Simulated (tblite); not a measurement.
# C4H10Ge: the cost of one run

Computed with tblite 0.8.0 (tight binding) and PySCF 2.14.0 (DFT, with response routines of our own); each step states its level. Atoms count from 0 throughout.

## 1. The starting structure

15 atoms, charge 0, multiplicity 1; geometry from: UFF geometry. This is the first candidate.

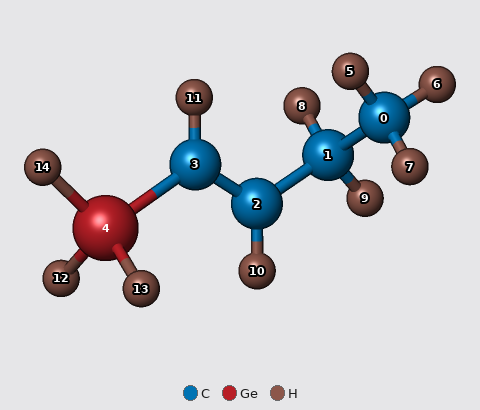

The starting geometry (carbon blue, germanium red, hydrogen brown), atoms numbered.

## 2. GFN2-xTB relaxation, isomer A, conformer 1

Job settings and geometry (Å):

```
{"job": {"xc": "GFN2-xTB", "basis": "xTB", "kind": "relax"}, "charge": 0, "multiplicity": 1}
C     -2.085400     0.317900    -0.830000
C     -1.519600    -0.301700     0.426300
C     -0.034600    -0.583700     0.290900
C      0.853700     0.418300     0.249400
Ge     2.729200     0.022700     0.094500
H     -1.629200     1.307100    -1.028200
H     -3.186300     0.472800    -0.705900
H     -1.918600    -0.341700    -1.697000
H     -1.683900     0.362400     1.305600
H     -2.045600    -1.265900     0.636700
H      0.288600    -1.613700     0.231700
H      0.536200     1.444100     0.333500
H      3.180000    -0.851900     1.290900
H      2.982900    -0.738400    -1.242200
H      3.528300     1.359800     0.084200
```

Launch:

```bash
$ OMP_NUM_THREADS=1 python ens_run.py task.json out
```

One launch serves the whole session.

Q: Estimate the wall time of this first job on 1 thread of Intel Xeon at 2.50GHz, shared host.

About 2.4 s.
